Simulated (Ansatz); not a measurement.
Reaction (SMILES): OCl (OH-Cl) → HClO+ (doublet, bonded as OCl) + e-
B3LYP-D3(BJ)/def2-TZVP geometries, fixed; electronic energies without zero-point terms.

Basis-set convergence of the adiabatic ionisation energy at PBE0 with Ansatz (a program for electronic structure). Cartesian d functions, on some or all atoms, in 6-31G**, 6-311+G**; all else is spherical. The program fits the integrals of some runs and decomposes those of others, by size. Open shells are unrestricted. No added dispersion term, no relativity. Functions are those of the species that has most. Reference: the value in pcseg-4, 10.882 eV, itself unsure by roughly 0.004 eV (its mean distance from aug-pcseg-3, aug-cc-pV(Q+d)Z, cc-pV(5+d)Z). Deviations are taken from unrounded values.

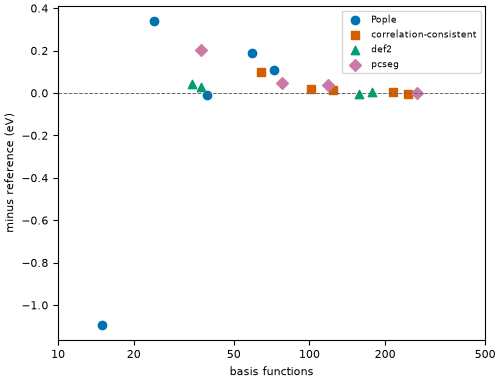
Figure: Deviation from the reference against the number of basis functions, by family of sets.

| basis | functions | adiabatic ionisation energy (eV) | minus reference (eV) |
|---|---|---|---|
| STO-3G | 15 | 9.790 | -1.092 |
| 3-21G | 24 | 11.220 | 0.338 |
| def2-SV(P) | 34 | 10.925 | 0.043 |
| def2-SVP | 37 | 10.912 | 0.030 |
| pcseg-1 | 37 | 11.084 | 0.202 |
| 6-31G** | 39 | 10.872 | -0.010 |
| 6-311+G** | 59 | 11.072 | 0.190 |
| aug-cc-pV(D+d)Z | 64 | 10.980 | 0.098 |
| 6-311++G(2d,2p) | 72 | 10.991 | 0.109 |
| pcseg-2 | 78 | 10.930 | 0.048 |
| jun-cc-pV(T+d)Z | 101 | 10.900 | 0.018 |
| aug-pcseg-2 | 119 | 10.919 | 0.037 |
| aug-cc-pV(T+d)Z | 124 | 10.898 | 0.016 |
| def2-QZVPP | 157 | 10.878 | -0.004 |
| def2-QZVPPD | 178 | 10.887 | 0.005 |
| aug-cc-pV(Q+d)Z | 215 | 10.888 | 0.006 |
| cc-pV(5+d)Z | 246 | 10.878 | -0.004 |
| pcseg-4 | 267 | 10.882 | 0.000 |
